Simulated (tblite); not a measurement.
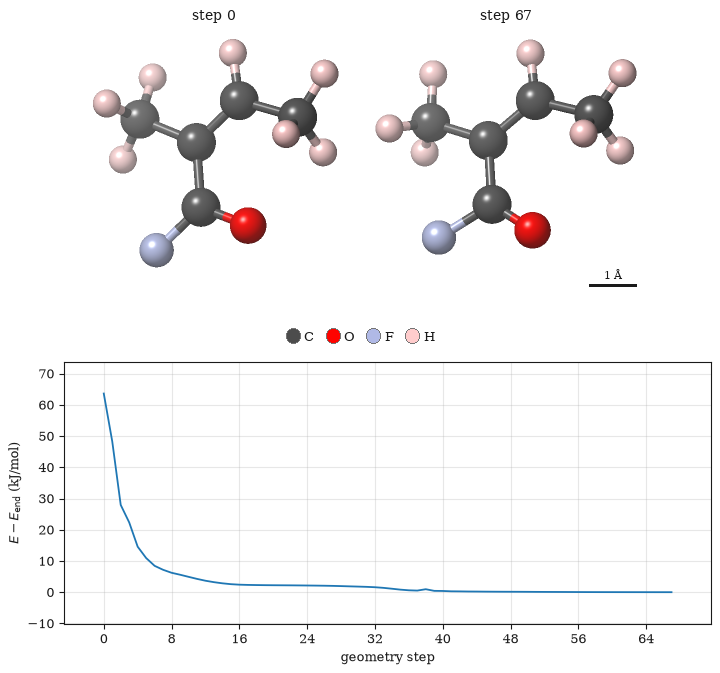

First and last geometry of a relaxation of C$_{5}$H$_{7}$FO, with the history of the run. A ball-and-stick model, seen from a free direction.

Computed with GFN2-xTB geometry optimisation, gas phase (tblite 0.8.0). 

> What do the curves and the structures tell?

It converged. The atom that moves furthest after the best rigid fit is an H atom (0.59 Å). Largest moves by element: H 0.59 Å, F 0.35 Å, O 0.20 Å, C 0.13 Å. Some distances before and after: C–O 1.259 → 1.188 Å, C–H 1.119 → 1.086 Å, C–C 1.312 → 1.344 Å, C–F 1.346 → 1.373 Å. Among the angles between lasting bonds that change: C–C–F 123.8° → 111.7°, C–C–O 119.5° → 130.4°, H–C–H 113.2° → 106.0°. Groups turn about C–C by about 30°. After 67 geometry steps the energy has fallen by 63.6 kJ/mol.

| step | E − E(0), kJ/mol |
| --- | --- |
| 0 | 0.00 |
| 1 | -15.33 |
| 2 | -35.67 |
| 3 | -41.28 |
| 4 | -49.05 |
| 5 | -52.68 |
| 6 | -55.18 |
| 7 | -56.45 |
| 8 | -57.41 |
| 9 | -58.03 |
| 10 | -58.70 |
| 13 | -60.41 |
| 16 | -61.21 |
| 19 | -61.37 |
| 22 | -61.43 |
| 25 | -61.51 |
| 28 | -61.67 |
| 31 | -61.91 |
| 34 | -62.51 |
| 37 | -63.11 |
| 40 | -63.23 |
| 43 | -63.40 |
| 46 | -63.46 |
| 49 | -63.49 |
| 52 | -63.54 |
| 55 | -63.57 |
| 58 | -63.60 |
| 61 | -63.61 |
| 64 | -63.62 |
| 67 | -63.62 |
